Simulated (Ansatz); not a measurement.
# Calculations on CH$_{8}$GeSi

Part 1: Relaxation

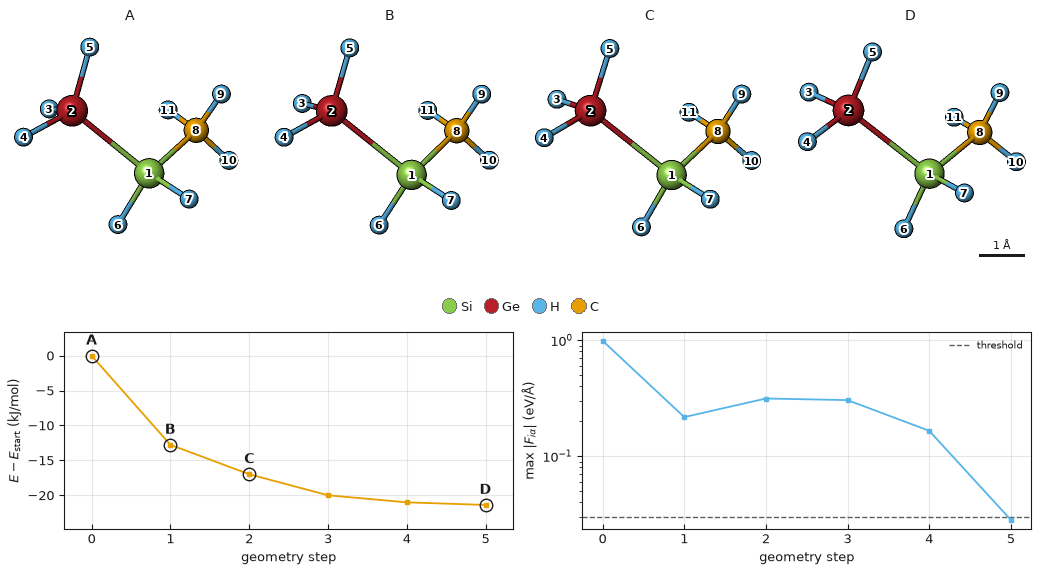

Frames of a relaxation of CH$_{8}$GeSi, marked on the history of the run. Style: ball-and-stick. Shown at a tilt.

The run prepares an end point of a later path (reaction) calculation, from a guessed geometry.

Computed with Ansatz, RKS B3LYP-D4/def2-SVP.

Input
```yaml
crystal:
  periodic: [false, false, false]
  atoms:
    - { symbol: Si, position_ang: [0.070998, 0.399765, 0.810245] }
    - { symbol: Ge, position_ang: [0.498218, 1.082465, -1.364024] }
    - { symbol: H, position_ang: [-0.945328, 0.762334, -1.711025] }
    - { symbol: H, position_ang: [0.780509, 2.576522, -1.619258] }
    - { symbol: H, position_ang: [1.459739, 0.210966, -2.200864] }
    - { symbol: H, position_ang: [-1.098668, 1.227619, 1.243211] }
    - { symbol: H, position_ang: [1.164607, 0.601629, 1.812111] }
    - { symbol: C, position_ang: [-0.409804, -1.431065, 0.763124] }
    - { symbol: H, position_ang: [0.461152, -2.053414, 0.499678] }
    - { symbol: H, position_ang: [-0.780825, -1.757468, 1.747762] }
    - { symbol: H, position_ang: [-1.200598, -1.619352, 0.018941] }
basis:
  gaussian: { orbitals: def2-SVP }
hamiltonian:
  xc: b3lyp
  dispersion: d4
relax:
  f_tol: 0.03
  max_steps: 50
```

Command:
```bash
ansatz run input.yaml --threads 2 --pin off --max-ram 3072MiB --backend cpu --events-out ev --progress --plain --runs-dir out
```

Describe the path.

H3 moves most after the best rigid fit: 0.60 Å. Largest moves by element: H 0.60 Å, Ge 0.11 Å, C 0.10 Å, Si 0.08 Å. Among the contacts that change: Si1–Ge2 2.319 → 2.395 Å, Ge2–H3 1.519 → 1.546 Å. Bond angles that change, for instance: Si1–Ge2–H3 88.7° → 110.6°, Ge2–Si1–H7 117.0° → 108.8°, Si1–Ge2–H5 117.2° → 110.9°. After 5 geometry steps the energy has fallen by 21.4 kJ/mol. The largest force component goes from 0.99 to 0.028 eV/Å. From step 0 to 1: H3 moves most (0.20 Å), energy −12.8 kJ/mol. From step 1 to 2: H3 moves most (0.15 Å), energy −4.21 kJ/mol. From step 2 to 5: H3 moves most (0.26 Å), energy −4.40 kJ/mol.

Part 2: Relaxation

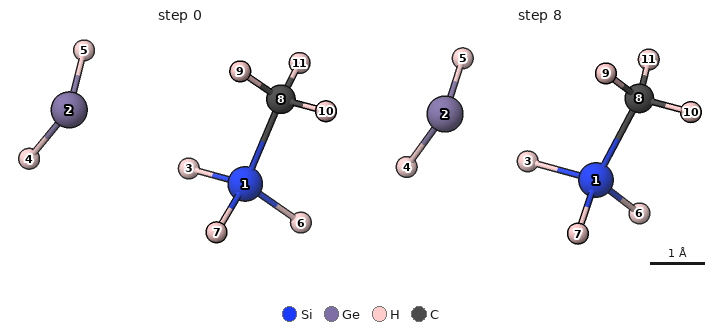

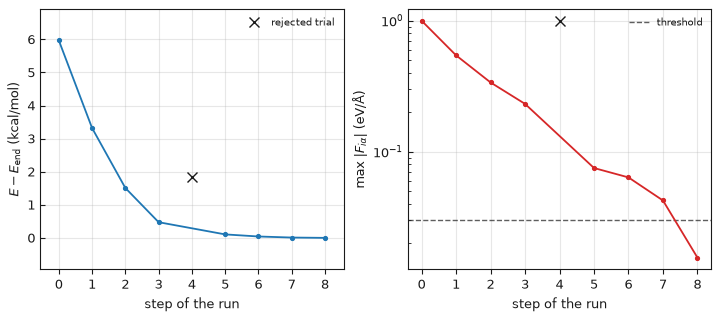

First and last geometry of a relaxation of CH8GeSi, with the history of the run. The picture is a ball-and-stick view, seen at a tilt.

The run prepares an end point of a later path (reaction) calculation, from a guessed geometry.

Theory: RKS B3LYP-D4/def2-SVP (Ansatz 0.2.0). Set-up: no spin polarisation; force threshold 0.03 eV/Å; at most 50 steps.

Read the history and describe the run.

Answer. It converged. H3 moves most after the best rigid fit: 0.51 Å. Largest moves by element: H 0.51 Å, Ge 0.34 Å, Si 0.21 Å, C 0.06 Å. Near-neighbour distances that change, for instance: Ge2–H3 2.802 → 1.974 Å, Si1–Ge2 3.611 → 3.106 Å, Si1–H3 1.452 → 1.530 Å, Si1–C8 1.884 → 1.873 Å. Bond angles that change, for instance: H3–Si1–H6 105.9° → 101.9°. Over 7 accepted moves (8 points after the start) the energy falls by 5.97 kcal/mol. Largest force component: 1 eV/Å at the start, 0.016 eV/Å at the end. The line search rejected the trial step at point 4 of the run.

Limits of the set-up: the start holds two separate molecules, 2.8 Å apart at their closest, whose relative position is a soft coordinate.

Part 3: Path

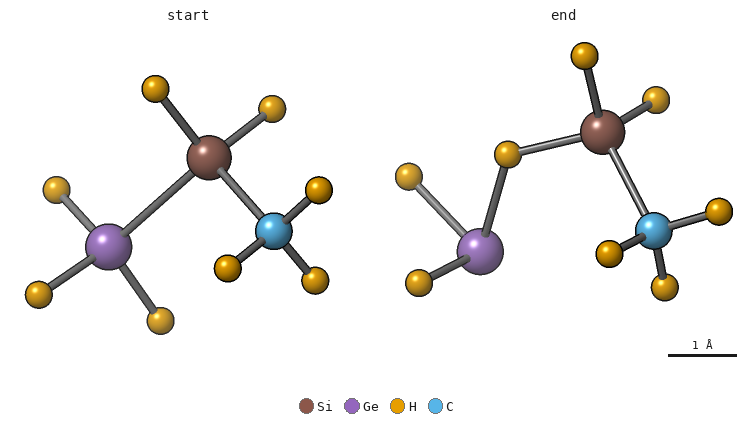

The two relaxed end points of a path for CH₈GeSi. A ball-and-stick model, seen from a free direction.

All numbers below come from RKS B3LYP-D4/def2-SVP (Ansatz).

Run with 7 movable images; climbing image; force threshold 0.05 eV/Å; iteration limit 60.

Start:
```xyz
11

Si    0.0053    0.3655    0.8217
Ge    0.4024    1.0996   -1.4228
H    -0.8680    0.9189   -2.2859
H     0.8087    2.5882   -1.4890
H     1.5288    0.2712   -2.0830
H    -1.1098    1.1753    1.4019
H     1.2305    0.6250    1.6376
C    -0.4323   -1.4749    0.8504
H     0.3993   -2.0790    0.4548
H    -0.6418   -1.8119    1.8789
H    -1.3231   -1.6779    0.2354
```

End:
```xyz
11

Si   -0.3073    0.4412    0.8747
Ge    1.4165    0.7713   -1.6883
H    -0.1298    1.0856   -0.5016
H     1.1193    2.3160   -1.9801
H     0.2301    0.2941   -2.6546
H    -1.6178    1.0042    1.3107
H     0.7781    0.9471    1.7537
C    -0.3606   -1.4264    0.7395
H     0.6031   -1.8251    0.3880
H    -0.5848   -1.8694    1.7237
H    -1.1467   -1.7386    0.0341
```

### Predict the minimum-energy path and its barrier.

The highest point, image 6, lies 1.64 eV above the start and 0.29 eV above the end; the end is at +1.35 eV relative to the start. Forming: Si1–H3 (3.27 → 1.80 at the top → 1.53 Å). The band converged in 12 iterations. The largest component of the band force went from 9.4 to 0.038 eV/Å. The climbing image converged on the top of the path. Its vibrational analysis gives one imaginary mode (446i cm⁻¹), as a transition state must have.

Energies of the converged images:

```csv
image,path (Å),E (eV)
0,0.00,0.000
1,0.47,0.005
2,0.94,0.035
3,1.40,0.175
4,1.87,0.587
5,2.34,1.282
6,2.81,1.641
7,3.40,1.409
8,4.00,1.350
```

The geometry at the top of the path:

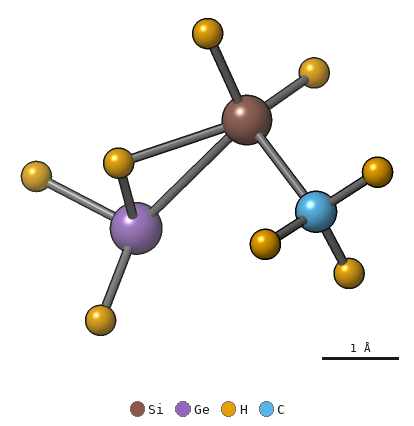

Cost: 6.1 min on 2 threads of Arm Neoverse N1 (shared host), peak memory 0.26 GiB.
